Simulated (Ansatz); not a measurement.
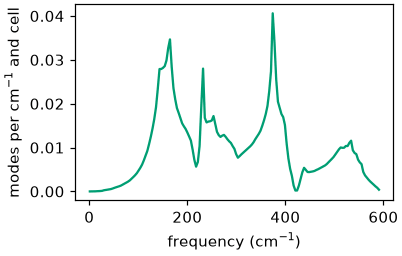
Figure. Phonon density of states of YN (rock salt, Fm-3m), 2 atoms a cell, DFT-PBEsol in the program Ansatz with PAW potentials

Q: Estimate the mean frequency and the zero-point energy.

A: The mean is about 290 cm⁻¹, and (3/2)ħ⟨ω⟩ gives 54.4 meV/atom.

Q: What share of the Dulong–Petit heat capacity is reached at 100 K and at 300 K?

A: 36 % and 84 %.

The cell was relaxed with PBEsol under the symmetry of its start; phonons on a q-mesh show no instability. The run is not spin-polarised. Spin–orbit coupling is left out wherever it is not named.

Potentials: the later of the program's two PAW sets.
